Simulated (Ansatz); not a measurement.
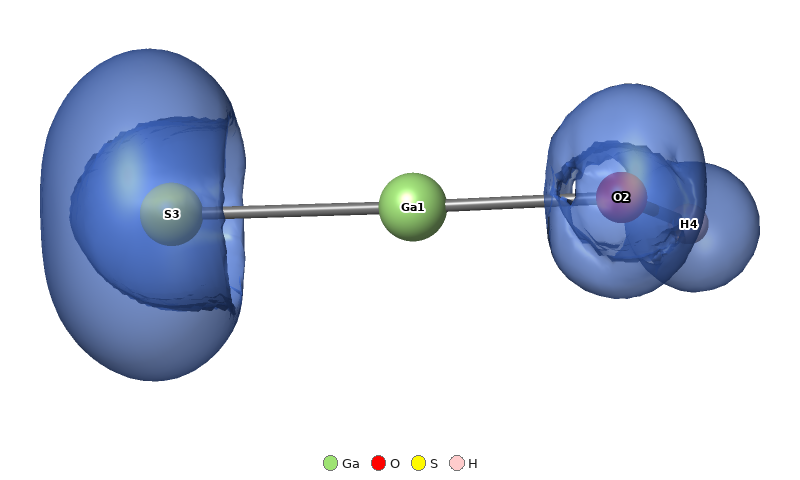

Figure. GaHOS. Isosurface of the electron localisation function at 0.8 (blue), seen from one side. Core shells and regions of very low density are left out.

Geometry: PBE0-D4/def2-TZVP.

Method: Ansatz 0.2.0, isolated molecule in a Gaussian basis; Kohn-Sham density functional theory, functional PBE0.

> Where are the electrons localised?

The surface consists of one ring or bowl of non-bonding electrons around S and one joined region spread over several atoms (H, O), in which their bonds and any lone pairs are merged. Along the contacts the grid gives the following. Ga–O (1.75 Å): the ELF peaks at about 0.85 in the valence shell of O, 0.6 Å from its nucleus, and is about 0.25 at the midpoint. Ga–S (2.01 Å): the ELF peaks at about 0.75 in the valence shell of S, 0.9 Å from its nucleus, and is about 0.55 at the midpoint.
